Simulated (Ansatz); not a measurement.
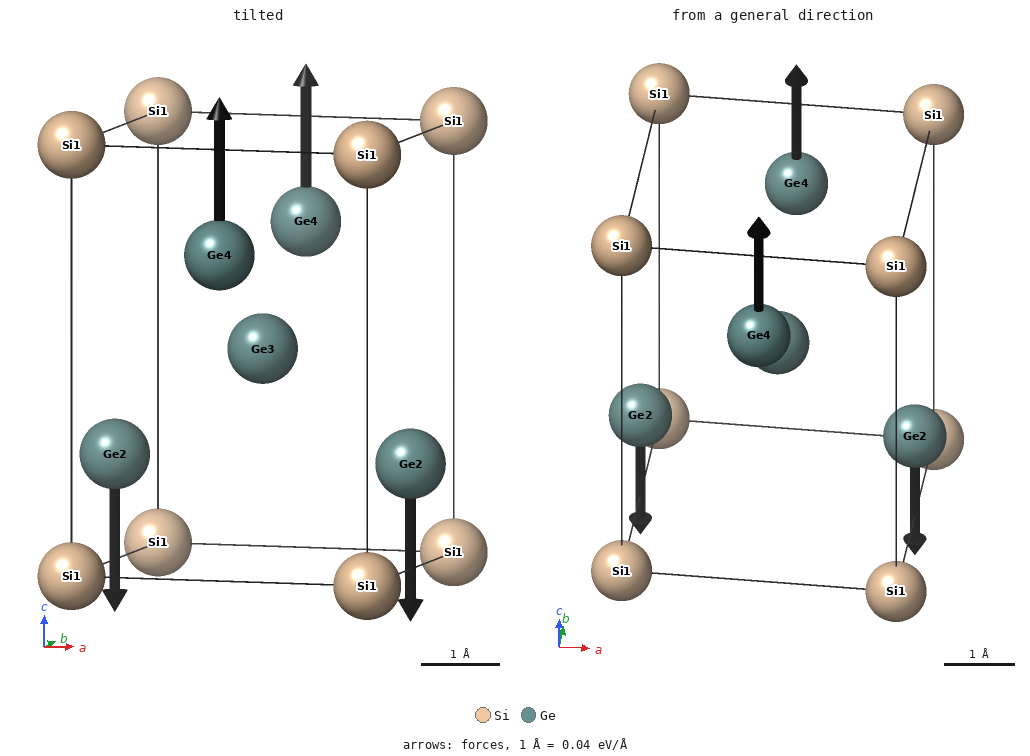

Structure drawing (spheres-only), viewed slightly off an axis and from a general direction. The frame is the simulation cell; atoms at its boundary are shown with their periodic copies. The arrows are the computed forces on the atoms.

System: SiGe3. Setup: Ansatz, DFT, PBE with spin-orbit coupling, plane waves, PAW; plane-wave cutoff 420 eV, a 6×6×6 sampling of the Brillouin zone, Fermi-Dirac smearing of 0.02 eV, no moments seeded, so the run stays non-magnetic, spinor wavefunctions.

### Are the forces small enough to call this converged?

No. The atoms still feel forces of up to about 0.065 eV/Å, above a usual threshold of 0.01 to 0.03 eV/Å.

### Where is the maximum force, and how large is it?

Ge2 and Ge4, about 0.065 eV/Å.

Its origin is a structure type filled with these elements by a generator (whether the compound takes this form wasn't checked). Earlier steps of the study may have refined or changed the cell and positions. An electronic-structure calculation with Ansatz was run on it.
